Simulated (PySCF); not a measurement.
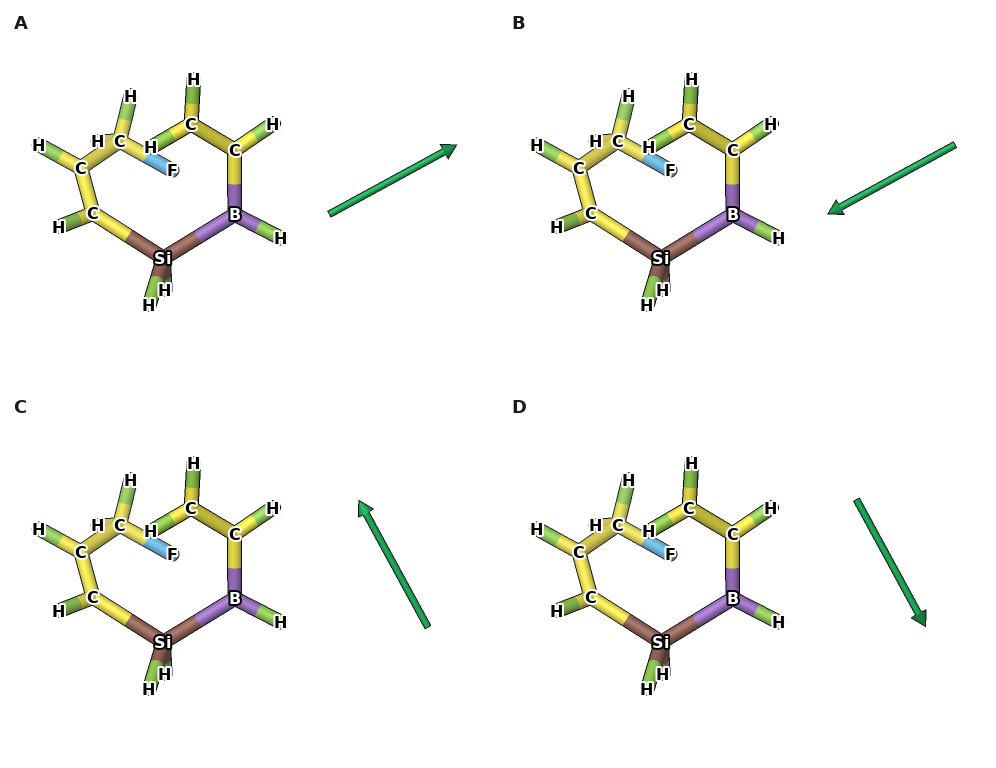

The same molecule four times, each with an arrow. The computed structure is the end point of a GFN2-xTB optimisation. No frequency run is at hand to confirm it as a minimum. Level of theory: CAM-B3LYP/def2-SVPD, gas phase (PySCF 2.14.0).

### Which arrow points along the dipole moment, from the negative to the positive end?

C. The dipole moment is 2.82 D.

The geometry is semi-empirical. Around B, Si such bond lengths and angles can be off by a tenth of an ångström or more and by several degrees, and values that hang on the shape move with them.
